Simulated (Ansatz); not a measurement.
BrClHIn$_{2}$ (doublet)

```yaml
atoms:
  - { symbol: Br, position_ang: [2.9972, 3.8202, -0.4088] }
  - { symbol: Cl, position_ang: [1.0864, 0.5881, -0.8732] }
  - { symbol: In, position_ang: [1.6400, 2.5683, -2.6757] }
  - { symbol: In, position_ang: [2.2103, 1.7104, 1.2192] }
  - { symbol: H, position_ang: [0.8414, 2.3212, 2.2035] }
```

Geometry: B3LYP-D3(BJ)/def2-SVP; core potentials replace the inner electrons of In.

Theory: isolated molecule in a Gaussian basis; Kohn-Sham density functional theory, functional PBE0 in Ansatz 0.2.0.

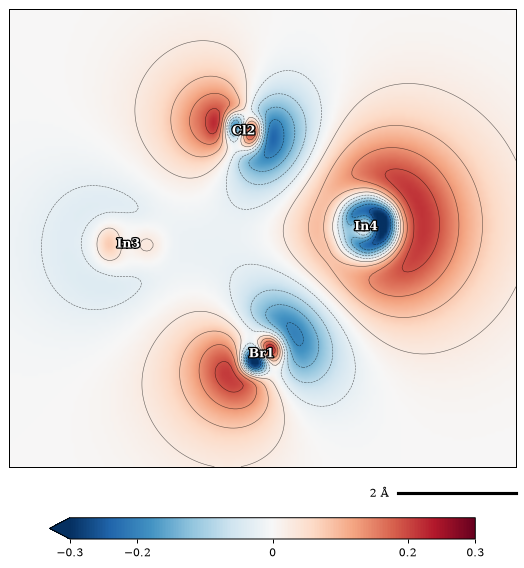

Figure 1. The HOMO (α) on the plane of atoms In3, Cl2 and In4 (values in Å⁻³ᐟ²; the overall sign is arbitrary).

What is the character of this orbital?

It lies mainly on In4 (about 65 %), H5 (about 15 %), Br1 (about 10 %) and Cl2 (about 10 %). Its energy is −5.89 eV.

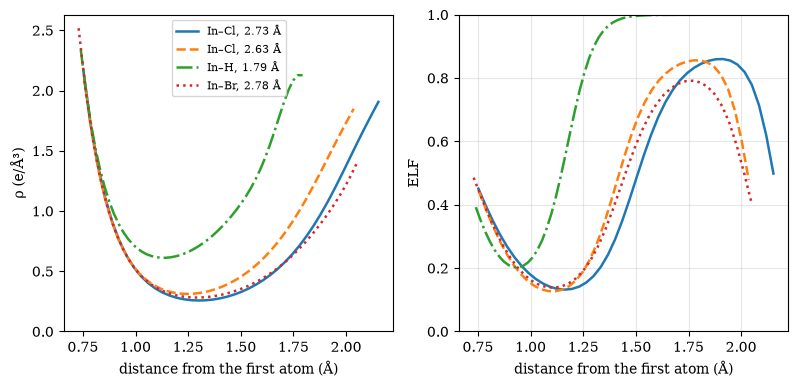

Figure 2. Electron density and electron localisation function along straight lines between neighbouring atoms. The curves leave out the atomic cores.

Compare the contacts.

In–Cl (2.73 Å): ρ at the midpoint is about 0.27 e/Å³; the ELF peaks at about 0.85 in the valence shell of Cl, 0.8 Å from its nucleus, and drops to about 0.15 between the two atoms.
In–Cl (2.63 Å): the density is about 0.32 e/Å³ at the midpoint; the ELF peaks at about 0.85 in the valence shell of Cl, 0.9 Å from its nucleus, and drops to about 0.15 between the two atoms.
In–H (1.79 Å): ρ is about 0.98 e/Å³ halfway; the ELF climbs to about 1 towards the hydrogen.
In–Br (2.78 Å): ρ at the midpoint is about 0.3 e/Å³; the ELF peaks at about 0.80 in the valence shell of Br, 1.0 Å from its nucleus, and drops to about 0.15 between the two atoms.

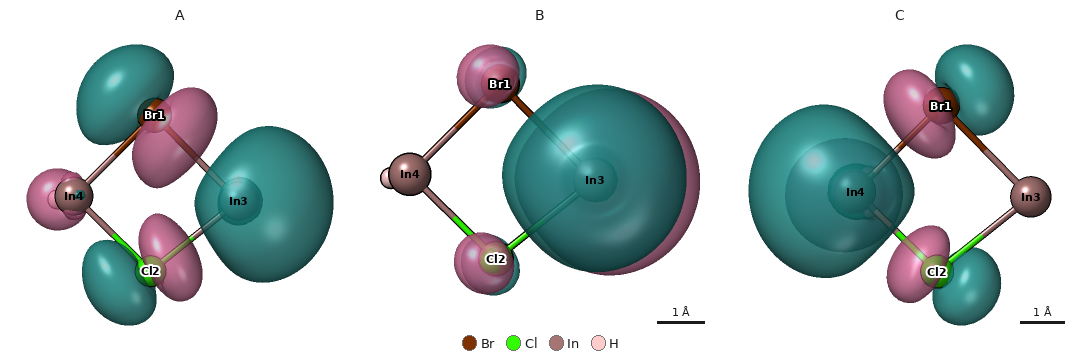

Figure 3. Three frontier orbitals at ±0.06 Å⁻³ᐟ² (teal and pink are the two phases), in no order.

Which picture is the HOMO−1, the HOMO and the LUMO? All are α orbitals.

A is the HOMO−1 (α) (−7.38 eV). It lies mainly on In3 (about 55 %), Br1 (about 30 %) and Cl2 (about 15 %). C is the HOMO (α) (−5.89 eV). Its weight (Hirshfeld) is mainly on In4 (about 65 %), H5 (about 15 %), Br1 (about 10 %) and Cl2 (about 10 %). B is the LUMO (α) (−1.93 eV). Its weight (Hirshfeld) is mainly on In3 (about 90 %).

What is the gap between the highest occupied and lowest empty α orbitals?

3.96 eV between the orbital energies.
